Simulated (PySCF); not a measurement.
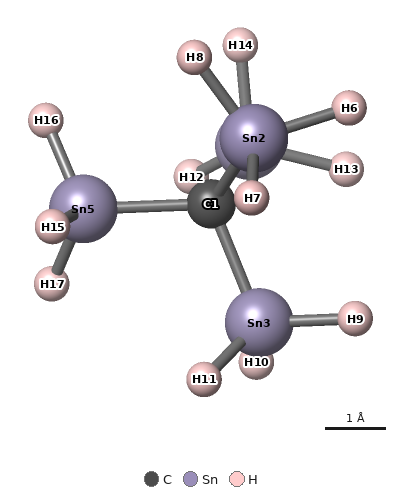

The input geometry (ball-and-stick view, seen at a tilt; atoms are numbered from 1 in the order of the input). Sticks mark near contacts. Bond lengths as drawn: C–Sn 2.17 Å and H–Sn 1.72 Å.

**Excited-state calculation of CH$_{12}$Sn$_{4}$**

CH$_{12}$Sn$_{4}$ (C(SnH3)4), computed with TDDFT PBE0/def2-SVPD, vertical, gas phase, core orbitals frozen in the response (PySCF 2.14.0).

The geometry comes from this level: PBE0-D3(BJ)/def2-SVP.

Input file:
```
{"job": {"kind": "uv", "xc": "PBE0", "basis": "def2-SVPD", "ip": false, "nstates": 10}, "charge": 0, "multiplicity": 1}
C      0.002432    -0.000460    -0.000407
Sn     0.096758    -1.894230     1.051719
Sn     1.039609     1.514399     1.153193
Sn    -2.073013     0.580611    -0.245769
Sn     0.931628    -0.201484    -1.948092
H     -1.060607    -1.891840     2.320014
H      1.671423    -2.101492     1.704523
H     -0.246702    -3.168580    -0.046913
H      0.719433     1.265912     2.821925
H      0.479005     3.066948     0.679858
H      2.727819     1.392686     0.865000
H     -2.187940     1.742821    -1.504377
H     -2.646423     1.258559     1.223999
H     -3.003398    -0.806113    -0.645722
H      2.368696    -1.129083    -1.798194
H     -0.159224    -0.988502    -3.015577
H      1.311944     1.359259    -2.554921
```

The first line tells a small driver script what to run in PySCF; the rest is the geometry in Å.

Command:
```bash
OMP_NUM_THREADS=1 python <driver script> task.json out
```

What the program printed:
```
coarse grid: 66952 points
cycle   1  E = -895.0114479380  dE = -8.826e+01  |g| = 5.443e+00  |ddm| = 3.077e+01
cycle   2  E = -871.7478382765  dE =  2.326e+01  |g| = 1.103e+01  |ddm| = 4.476e+02
cycle   3  E = -902.1063447901  dE = -3.036e+01  |g| = 9.164e-01  |ddm| = 4.624e+02
cycle   4  E = -901.4461269146  dE =  6.602e-01  |g| = 1.543e+00  |ddm| = 3.604e+00
cycle   5  E = -902.3125528297  dE = -8.664e-01  |g| = 4.184e-02  |ddm| = 2.952e+00
cycle   6  E = -902.3130803767  dE = -5.275e-04  |g| = 2.564e-02  |ddm| = 1.881e-01
cycle   7  E = -902.3132615757  dE = -1.812e-04  |g| = 3.632e-03  |ddm| = 4.626e-02
cycle   8  E = -902.3132658298  dE = -4.254e-06  |g| = 9.794e-04  |ddm| = 9.548e-03
final grid: 131848 points
cycle   9  E = -902.3133368434  dE =  8.224e-07  |g| = 2.092e-03  |ddm| = 8.484e-03
cycle  10  E = -902.3133322114  dE =  4.632e-06  |g| = 4.477e-03  |ddm| = 8.969e-03
cycle  11  E = -902.3133381232  dE = -5.912e-06  |g| = 8.318e-05  |ddm| = 6.192e-03
cycle  12  E = -902.3133381254  dE = -2.171e-09  |g| = 8.979e-06  |ddm| = 1.854e-04
cycle  13  E = -902.3133381254  dE = -2.706e-11  |g| = 3.656e-06  |ddm| = 3.011e-05
```

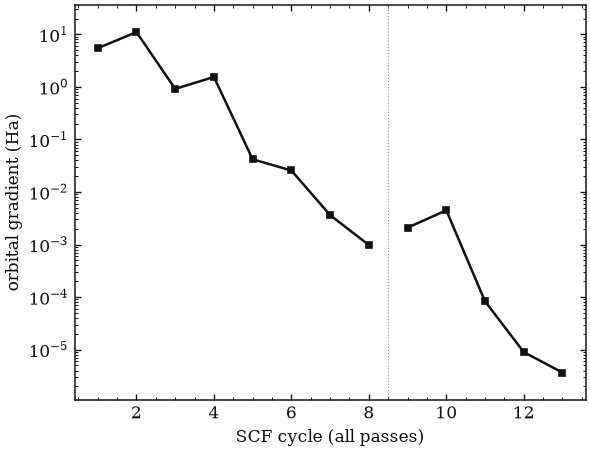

Convergence of the self-consistent field: orbital gradient against the SCF cycle. The dotted line marks the change from a coarse to the final integration grid. The first 8 cycles use a coarse grid, the final grid takes over at cycle 9, and the field converges after 13 cycles in all.

```
converged SCF energy = -902.3133381254

Static polarisability (au): isotropic 179.038, principal 179.002 179.030 179.081

Singlet excitations
state   eV       nm        f      main configurations
  1   5.9579    208.1   0.11832   H->L 0.97
  2   5.9605    208.0   0.11850   H-1->L 0.97
  3   5.9675    207.8   0.11893   H-2->L 0.97
  4   6.6146    187.4   0.09676   H->L+1 0.98
  5   6.6175    187.4   0.09728   H-1->L+1 0.97
  6   6.6241    187.2   0.09739   H-2->L+1 0.97
  7   6.9268    179.0   0.00274   H->L+2 0.26, H-1->L+3 0.14, H-3->L 0.11
  8   6.9294    178.9   0.00434   H-1->L+4 0.24, H-2->L+2 0.19, H-4->L 0.12
  9   6.9332    178.8   0.00520   H-2->L+3 0.18, H->L+3 0.18, H-5->L 0.18
 10   6.9791    177.7   0.01088   H-4->L 0.20, H-1->L+2 0.18, H-5->L 0.10

Triplet excitations (Tamm-Dancoff, eV): 5.4377 5.4402 5.4477 6.3149
```

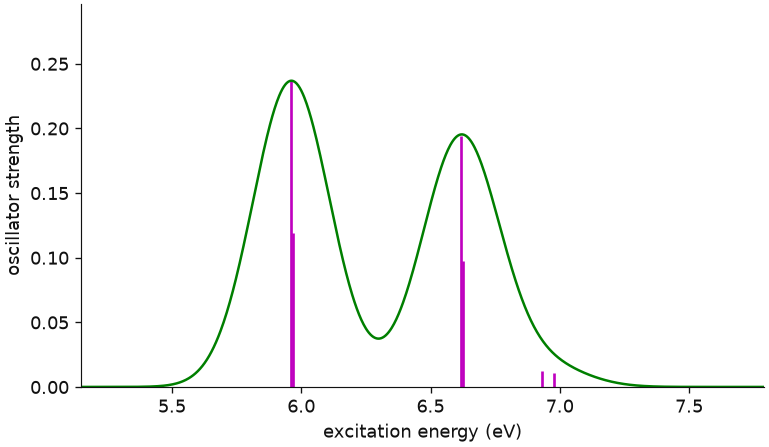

Computed excitations as sticks (degenerate states added up, dark ones marked on the axis), with a Gaussian envelope of 0.35 eV full width at half maximum, scaled to the tallest. Of the 10 states the lowest lies at 5.96 eV (f = 0.118); the strongest line is at 5.96 eV, or 208 nm (f = 0.237, summed over 2 states that lie within 0.004 eV).

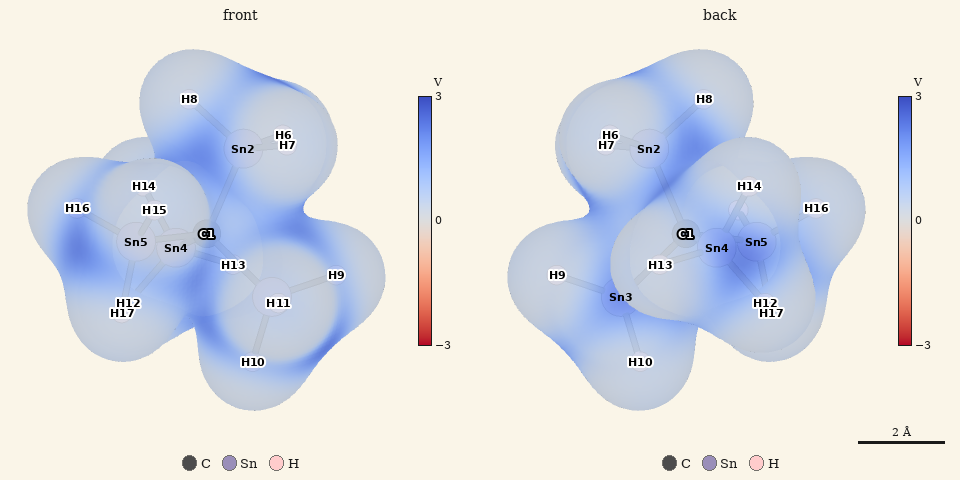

The molecular electrostatic potential painted on the density surface at 0.004 e/bohr³, seen at a tilt and from behind; red is negative and blue positive. Its dipole moment is zero.

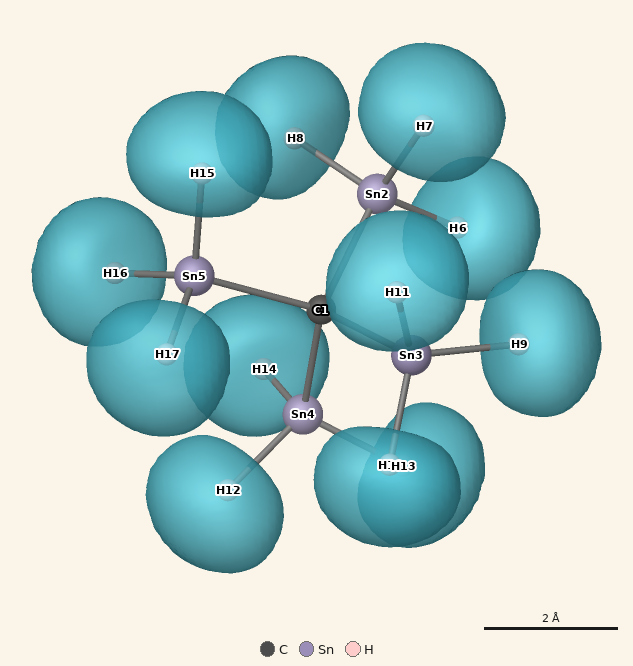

Isosurface of the ELF at 0.9 (cyan), seen at a tilt. Only the valence region is drawn (cores and ρ < 0.01 e/Å³ removed). The ELF exceeds this value in twelve regions around hydrogen nuclei. Along the contacts the grid gives the following. C–Sn (2.17 Å): the ELF peaks at about 0.85 in the valence shell of C, 0.7 Å from its nucleus, and drops to about 0.15 between the two atoms. Sn–H (1.72 Å): the ELF climbs to about 1 towards the hydrogen, as it does in any bond to H.

Results in brief:

- outcome: converged
- total energy: −902.313338 hartree
- HOMO: −7.91 eV
- LUMO: −0.86 eV
- dipole moment: 0.01 D
- mean polarisability: 179.04 a.u.
- lowest singlet excitation: 5.96 eV
- hardware: 1 CPU thread, shared host
- wall time: 4.8 min
- peak memory: 1.2 GiB

Notes:

Spin–orbit coupling is left out, which matters for the heavy atoms.
